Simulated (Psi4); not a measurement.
# doublet [TiF4]+: levels of theory compared

We compute a comparison of 3 runs (U-wB97X-V/def2-SVP, UDSD-PBEP86/def2-SVP, UMP3/def2-SVP) of doublet [TiF4]+. 

The calculation is run with Psi4 1.11.

2 further runs of the same task are left out: 1 that didn't finish, 1 set aside as unsound or not needed.

## 1. Starting point

[TiF4]+ has 5 atoms, charge +1, and is taken as a doublet. As SMILES of the parent species, `[F][Ti]([F])([F])[F]`. The shape is that of a PBE0-D4/def2-TZVP optimisation. That shape belongs to the parent species and isn't relaxed for this state.

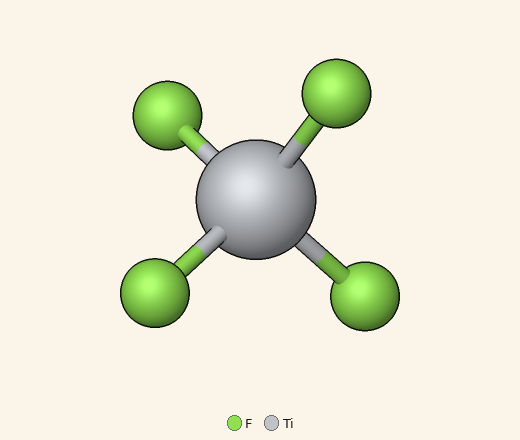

The structure, seen from a chosen angle (fluorine green, titanium light grey).

## 2. The energy at U-wB97X-V/def2-SVP (run 1)

f4ti.xyz

```xyz
5
F4Ti
F      0.175050    -0.756690     1.556510
Ti    -0.000010     0.000040     0.000020
F     -1.250130     1.207040     0.079520
F     -0.427660    -1.200750    -1.183680
F      1.502740     0.750380    -0.452370
```

run_ase.py

```python
import numpy as np
from ase.calculators.psi4 import Psi4
from ase.io import read

a = read('f4ti.xyz')
calc = Psi4(atoms=a, method='wb97x-v', basis='def2-SVP', memory='2200MB', num_threads=1, charge=1, multiplicity=2, label='psi4-calc', reference='uks')
calc.psi4.set_options({'puream': True, 'e_convergence': 1e-09, 'd_convergence': 1e-08, 'scf_type': 'pk', 'dft_radial_points': 99, 'dft_spherical_points': 590, 'maxiter': 100})
a.calc = calc

print(f'energy: {a.get_potential_energy():.6f} eV')
```

Command:

```
$ python run_ase.py
```

psi4-calc.dat:

```text
[...]
  Running in c1 symmetry.
[...]
  Nuclear repulsion =  331.469148447918371
[...]
  Multiplicity = 2
[...]
  Nalpha       = 29
  Nbeta        = 28
[...]
    Number of basis functions: 87
[...]
   @UKS iter   1: -1247.48048837641181   -7.58103e-01   1.00298e-02 ADIIS/DIIS
[...]
   @UKS iter  45: -1247.87607679076177    3.97904e-11   8.99502e-09 DIIS
[...]
   @S^2 Observed:                7.820814675E-01
[...]
    Orbital Energies [Eh]
    ---------------------
    Alpha Occupied:
       1A   -179.269723     2A    -25.152753     3A    -25.152715
       4A    -25.053586     5A    -25.053548     6A    -20.448349
       7A    -17.161236     8A    -17.160709     9A    -17.160656
      10A     -2.930615    11A     -2.050387    12A     -2.045024
      13A     -2.041458    14A     -1.633610    15A     -1.623628
      16A     -1.536782    17A     -1.529617    18A     -0.957737
      19A     -0.936846    20A     -0.921375    21A     -0.918535
      22A     -0.909973    23A     -0.906173    24A     -0.846532
      25A     -0.843155    26A     -0.822405    27A     -0.821375
      28A     -0.819017    29A     -0.795838
    Alpha Virtual:
[...]
  @UKS Final Energy: -1247.87607679076177
   => Energetics <=
    Nuclear Repulsion Energy =            331.4691484479183714
    One-Electron Energy =               -2362.7305542551512190
    Two-Electron Energy =                 845.3622001356751525
    DFT Exchange-Correlation Energy =     -62.2145490544896589
    Empirical Dispersion Energy =           0.0000000000000000
    VV10 Nonlocal Energy =                  0.2376779352855397
    Total Energy =                      -1247.8760767907619993
[...]
 Multipole Moments:
 ------------------------------------------------------------------------------------
     Multipole            Electronic (a.u.)      Nuclear  (a.u.)        Total (a.u.)
 ------------------------------------------------------------------------------------
 L = 1.  Multiply by 2.5417464519 to convert [e a0] to [Debye]
 Dipole X            :          0.3603778            0.0000083            0.3603860
 Dipole Y            :         -0.1509067           -0.0000372           -0.1509439
 Dipole Z            :         -0.5487986           -0.0000207           -0.5488193
 Magnitude           :                                                    0.6736948
[...]
```

Standard output:

```text
energy: -33956.437636 eV
```

Run time: 3.6 min. Hardware: 1 thread of AMD EPYC 7B13 (Zen 3), shared host; peak memory 0.92 GiB.

## 3. The energy at UDSD-PBEP86/def2-SVP (density fitting for correlation) (run 2)

f4ti.xyz is that of step 2.

f4ti_ase.py

```python
import numpy as np
from ase.calculators.psi4 import Psi4
from ase.io import read

atoms = read('f4ti.xyz')
calc = Psi4(atoms=atoms, method='dsd-pbep86', basis='def2-SVP', memory='2200MB', num_threads=1, charge=1, multiplicity=2, label='calc', reference='uks')
calc.psi4.set_options({'puream': True, 'e_convergence': 1e-09, 'd_convergence': 1e-08, 'scf_type': 'pk', 'dft_radial_points': 99, 'dft_spherical_points': 590, 'num_frozen_docc': 9, 'maxiter': 100})
atoms.calc = calc

print(f'energy: {atoms.get_potential_energy():.6f} eV')
```

Command:

```
$ python f4ti_ase.py
```

calc.dat:

```text
[...]
  Running in c1 symmetry.
[...]
  Nuclear repulsion =  331.469148447918371
[...]
  Multiplicity = 2
[...]
  Nalpha       = 29
  Nbeta        = 28
[...]
    Number of basis functions: 87
[...]
   @UKS iter   1: -1246.10510912542122   -9.15512e-01   9.41923e-03 DIIS/ADIIS
[...]
   @UKS iter  32: -1246.46145722922984   -2.84217e-11   9.86233e-09 DIIS
[...]
   @S^2 Observed:                8.906207424E-01
[...]
    Orbital Energies [Eh]
    ---------------------
    Alpha Occupied:
       1A   -182.293124     2A    -26.175264     3A    -26.175230
       4A    -25.993188     5A    -25.993172     6A    -21.469823
       7A    -17.959743     8A    -17.957873     9A    -17.957398
      10A     -3.200697    11A     -2.203980    12A     -2.194329
      13A     -2.194160    14A     -1.832611    15A     -1.820098
      16A     -1.648519    17A     -1.640662    18A     -1.072251
      19A     -1.048948    20A     -1.017686    21A     -1.008716
      22A     -0.996639    23A     -0.993633    24A     -0.862146
      25A     -0.861197    26A     -0.835988    27A     -0.832469
      28A     -0.827538    29A     -0.811173
    Alpha Virtual:
[...]
  @UKS Final Energy: -1246.46145722922984
   => Energetics <=
    Nuclear Repulsion Energy =            331.4691484479183714
    One-Electron Energy =               -2360.9899870421668311
    Two-Electron Energy =                 806.7088813800586422
    DFT Exchange-Correlation Energy =     -23.6495000150399335
    Empirical Dispersion Energy =           0.0000000000000000
    VV10 Nonlocal Energy =                  0.0000000000000000
    Total Energy =                      -1246.4614572292298362
[...]
 Multipole Moments:
 ------------------------------------------------------------------------------------
     Multipole            Electronic (a.u.)      Nuclear  (a.u.)        Total (a.u.)
 ------------------------------------------------------------------------------------
 L = 1.  Multiply by 2.5417464519 to convert [e a0] to [Debye]
 Dipole X            :          0.6457371            0.0000083            0.6457454
 Dipole Y            :         -0.2702221           -0.0000372           -0.2702593
 Dipole Z            :         -0.9824398           -0.0000207           -0.9824604
 Magnitude           :                                                    1.2063398
[...]
```

On the terminal:

```text
energy: -33933.253544 eV
```

Run time: 29 s. Hardware: 1 thread of AMD EPYC 7B13 (Zen 3), shared host; peak memory 0.87 GiB.

## 4. The energy at UMP3/def2-SVP (run 3)

input.inp

```
memory 2200 mb

molecule {
  1 2
  F
  Ti 1 r2
  F 2 r3 1 a3
  F 2 r4 1 a4 3 d4
  F 2 r5 4 a5 1 d5

  r2 = 1.739525
  r3 = 1.739531
  a3 = 109.46771
  r4 = 1.739519
  a4 = 109.47046
  d4 = -120.00217
  r5 = 1.739518
  a5 = 109.4615
  d5 = 119.9992
  symmetry c1
  no_reorient
  no_com
}

set reference uhf
set puream true
set e_convergence 1e-09
set d_convergence 1e-08
set scf_type pk
set num_frozen_docc 9
set maxiter 100
set mp_type conv

E, wfn = energy("mp3/def2-SVP", return_wfn=True)
```

Command:

```
$ psi4 -n 1 input.inp input.out
```

input.out:

```text
[...]
  Running in c1 symmetry.
[...]
  Nuclear repulsion =  331.469194435593749
[...]
  Multiplicity = 2
[...]
  Nalpha       = 29
  Nbeta        = 28
[...]
    Number of basis functions: 87
[...]
   @UHF iter   1: -1245.05332099363523   -1.25079e+00   9.28180e-03 ADIIS/DIIS
[...]
   @UHF iter  42: -1245.41933426631181   -1.45519e-11   6.51883e-09 DIIS
[...]
   @S^2 Observed:                1.069448654E+00
[...]
    Orbital Energies [Eh]
    ---------------------
    Alpha Occupied:
       1A   -183.857023     2A    -26.767129     3A    -26.767099
       4A    -26.530541     5A    -26.530526     6A    -22.025746
       7A    -18.403617     8A    -18.397700     9A    -18.397437
      10A     -3.379853    11A     -2.319553    12A     -2.313343
      13A     -2.307559    14A     -2.003107    15A     -1.986945
      16A     -1.763186    17A     -1.754721    18A     -1.196819
      19A     -1.176506    20A     -1.125031    21A     -1.119017
      22A     -1.105854    23A     -1.103293    24A     -0.918219
      25A     -0.917080    26A     -0.892611    27A     -0.888659
      28A     -0.884129    29A     -0.868145
    Alpha Virtual:
[...]
  @UHF Final Energy: -1245.41933426631181
   => Energetics <=
    Nuclear Repulsion Energy =            331.4691944355937494
    One-Electron Energy =               -2360.3821454189228461
    Two-Electron Energy =                 783.4936167170174031
    Total Energy =                      -1245.4193342663118074
  UHF NO Occupations:
  HONO-2 :   27  A 1.9991272
  HONO-1 :   28  A 1.8290782
[...]
 Multipole Moments:
 ------------------------------------------------------------------------------------
     Multipole            Electronic (a.u.)      Nuclear  (a.u.)        Total (a.u.)
 ------------------------------------------------------------------------------------
 L = 1.  Multiply by 2.5417464519 to convert [e a0] to [Debye]
 Dipole X            :          1.1114198           -0.0000253            1.1113944
 Dipole Y            :          0.6415646            0.0000352            0.6415998
 Dipole Z            :         -0.9071796            0.0000014           -0.9071782
 Magnitude           :                                                    1.5715662
[...]
	SCS-MP2 Total Energy (a.u.)        : -1246.38129077996837
	SOS-MP2 Total Energy (a.u.)        : -1246.35177120194612
[...]
	SOS-PI-MP2 Total Energy (a.u.)     : -1246.42349712007172
[...]
	MP2 Total Energy (a.u.)            : -1246.44032993601309
[...]
	SCS-MP3 Total Energy (a.u.)        : -1246.37548112622403
[...]
	MP3 Total Energy (a.u.)            : -1246.41709132103574
[...]
```

Run time: 23 s. Hardware: 1 thread of AMD EPYC 7B13 (Zen 3), shared host; peak memory 0.53 GiB.

## 5. Overview of the runs

| run | level | frozen core orbitals | fitting correlation | energy (Eh) | HOMO energy (eV) | LUMO energy (eV) | ⟨S²⟩ | wall time |
| --- | --- | --- | --- | --- | --- | --- | --- | --- |
| 1 | U-wB97X-V/def2-SVP | 0 | – | -1247.876077 | -21.56 | -15.81 | 0.782 | 3.6 min |
| 2 | UDSD-PBEP86/def2-SVP (density fitting for correlation) | 9 | density fitting | -1247.024077 | -20.75 | -14.86 | 0.891 | 29 s |
| 3 | UMP3/def2-SVP | 9 | none | -1246.417091 | -21.14 | -12.05 | 1.069 | 23 s |

## 6. What came out

| quantity | value |
| --- | --- |
| run 3: total energy | -1246.41709 Eh |
| run 3: HOMO energy (Hartree–Fock orbitals) (highest over α and β) | -21.14 eV |
| run 3: LUMO energy (Hartree–Fock orbitals) (lowest over α and β) | -12.05 eV |
| run 3: correlation energy (9 core orbitals frozen) | -997.8 mEh |
| run 3: ⟨S²⟩ of the reference determinant | 1.069 |

In words: Totals of different functionals can't be ranked against each other. Spin contamination of the reference: run 3 ⟨S²⟩ = 1.07, run 2 ⟨S²⟩ = 0.89. All runs together took 4.4 min, the longest 3.6 min.
